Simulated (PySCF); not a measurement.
# Mo: dipole response in aug-cc-pVTZ-DK

Aim: the static polarisability and the C₆ coefficient of Mo, method by method.

Program: PySCF 2.14.0. Level of theory: unrestricted determinants in a Gaussian basis, no spin-orbit coupling in the energies. These are calculated values, not measurements, unless marked.

## Step 1: What is computed

| Item | Value |
| --- | --- |
| Element | molybdenum (Z = 42) |
| Basis | aug-cc-pVTZ-DK (9s8p6d3f2g, 102 functions) |
| Hamiltonian | scalar relativity by spin-free X2C-1e |
| State 1 | Mo: [Kr] 4d5 5s1, high-spin 7S determinant |
| Methods | BP86 |

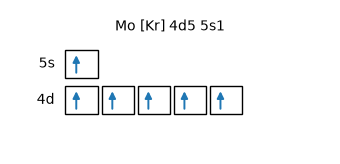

The shells outside the core, filled by Hund's rule for the drawing.

One driver process ran all states and methods and kept the integrals in memory. Each run is shown as a PySCF script that sums up its settings (the driver passes frozen orbitals as a list and adds second-order terms of double hybrids); the logs are those of the runs themselves. The driver starts from symmetry-adapted Hartree-Fock orbitals, holds the occupation by maximum overlap and uses a logarithmic radial grid for functionals, so a plain start would take other cycles.

The integrals over 102 functions and the set-up took 5.3 s of CPU time.

## Step 2: Mo, at BP86

#### BP86

Input file input.py:

```python
from pyscf import gto, scf, dft, mp, cc
import basis_set_exchange as bse
mol = gto.M(atom="Mo 0 0 0", charge=0, spin=6, symmetry="D2h",
            basis=gto.basis.parse(bse.get_basis("aug-cc-pVTZ-DK", elements=["Mo"], fmt="nwchem")),
            nucmod="G")
mf = dft.UKS(mol, xc="B88,P86").sfx2c1e()
mf.irrep_nelec = {'Ag': (9, 6), 'B1g': (2, 1), 'B2g': (2, 1), 'B3g': (2, 1), 'B1u': (3, 3), 'B2u': (3, 3), 'B3u': (3, 3)}
mf.kernel()
```

Log:

```text
damping factor = 0
level_shift factor = 0
DIIS = <class 'pyscf.scf.diis.CDIIS'>
diis_start_cycle = 1
diis_space = 10
diis_damp = 0
SCF conv_tol = 1e-09
SCF conv_tol_grad = None
number electrons alpha = 24  beta = 18
XC functionals = B88,P86
    A. D. Becke.,  Phys. Rev. A 38, 3098 (1988)
    J. P. Perdew.,  Phys. Rev. B 33, 8822 (1986)
cycle= 1 E= -4048.75499014248  delta_E= -0.0145  |g|= 0.0585  |ddm|= 0.82
cycle= 2 E= -4048.75437962688  delta_E= 0.000611  |g|= 0.0649  |ddm|= 0.128
cycle= 3 E= -4048.75565682063  delta_E= -0.00128  |g|= 0.0114  |ddm|= 0.0877
cycle= 4 E= -4048.7557050316  delta_E= -4.82e-05  |g|= 0.000441  |ddm|= 0.0144
cycle= 5 E= -4048.75570513672  delta_E= -1.05e-07  |g|= 0.00015  |ddm|= 0.000974
cycle= 6 E= -4048.75570514888  delta_E= -1.22e-08  |g|= 8.36e-07  |ddm|= 0.000175
cycle= 7 E= -4048.75570514889  delta_E= -5.46e-12  |g|= 2.6e-08  |ddm|= 4.74e-06
converged SCF energy = -4048.75570514889  <S^2> = 12.000531  2S+1 = 7.0001518
```

CPU time 17 s on a shared host, the integrals not counted.

Orbital energies by shell (radii are means over both spins):

```csv
shell,electrons,mean orbital energy (eV),spread (eV),rms radius (bohr)
1s α,1,-19796.8,0,0.0404
1s β,1,-19796.8,0,0.0404
2s α,1,-2797.2,0,0.166
2s β,1,-2796.7,0,0.166
2p α,3,-2501.7,0,0.148
2p β,3,-2501.3,0,0.148
3s α,1,-475.82,0,0.459
3s β,1,-475.55,0,0.459
3p α,3,-378.86,0,0.464
3p β,3,-378.56,0,0.464
3d α,5,-220.84,0,0.455
3d β,5,-220.40,0,0.455
4s α,1,-64.894,0,1.18
4s β,1,-62.354,0,1.18
4p α,3,-39.185,0,1.33
4p β,3,-36.350,0,1.33
5s α,1,-4.775,0,3.69
4d α,5,-4.660,0,2.21
```

⟨S²⟩ = 12.001, ⟨L²⟩ = 0.00.

The driver then solved the coupled dipole response at imaginary frequencies: mean α = 72.08 bohr³, C₆ = 748.5 au for a like pair.

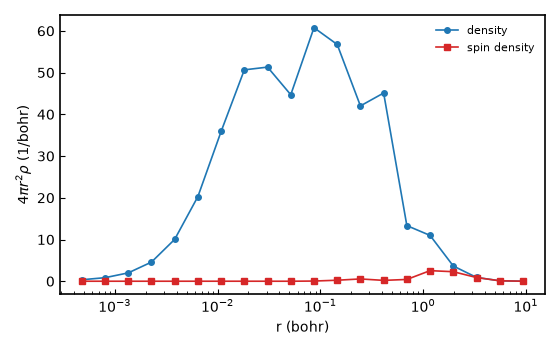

Radial density 4πr²ρ of Mo at BP86, without picture-change correction, at 20 stored radii joined by straight lines.

## Step 3: Polarisabilities and C₆

Mo, in atomic units:

```
method  mean α  C₆ (like pair)  S(−4)
  BP86   72.08           748.5   2902
```

Reference α: 87 ± 6 bohr³ (recommended; Schwerdtfeger and Nagle, table of static dipole polarizabilities (2023 update)). Published C₆: 1030 (Gould and Bucko (2016)).

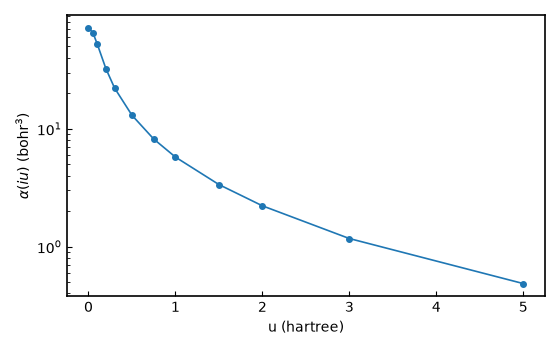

α(iu) of Mo, the polarisability at imaginary frequency, on a logarithmic scale.

## Step 4: Results

| quantity | value |
| --- | --- |
| α of Mo | 72.08 (BP86) bohr³; reference 87.00 |

**Reading.** For Mo BP86 differs from the reference by -17 %. All values hold for this basis alone; no basis-set limit was taken.
